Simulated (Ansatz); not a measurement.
```yaml
atoms:
  - { symbol: Si, position_ang: [-0.5842, -0.1579, 0.0020] }
  - { symbol: Br, position_ang: [2.1168, -0.4086, -0.4229] }
  - { symbol: H, position_ang: [-0.6587, -1.3446, -0.8603] }
  - { symbol: H, position_ang: [-1.8851, 0.5558, 0.0004] }
  - { symbol: O, position_ang: [-0.2012, -0.1308, 1.5718] }
  - { symbol: H, position_ang: [0.6453, 0.7660, -0.9684] }
  - { symbol: H, position_ang: [-0.1384, 1.1313, -1.0715] }
  - { symbol: H, position_ang: [0.7057, -0.4112, 1.7490] }
```

A transition-state structure; geometry: PBE0-D4/def2-TZVP.

Theory: RKS PBE0-D4/def2-TZVPP in Ansatz.

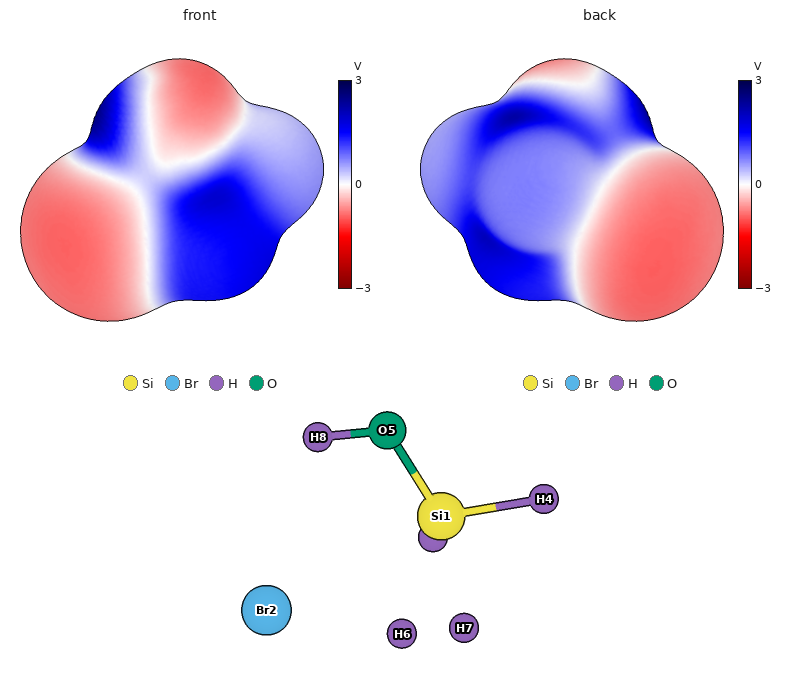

H₃OSi···Br···H···H. The electrostatic potential painted on the density surface at 0.002 e/bohr³, seen from the front and from behind; the colour scale runs from red (negative) to blue (positive). The bare structure is drawn below in the same view.

Where is the surface potential most negative and most positive?

Answer. The most negative region (about −0.9 V) lies over Br2, the most positive (about +2.3 V) over H8.
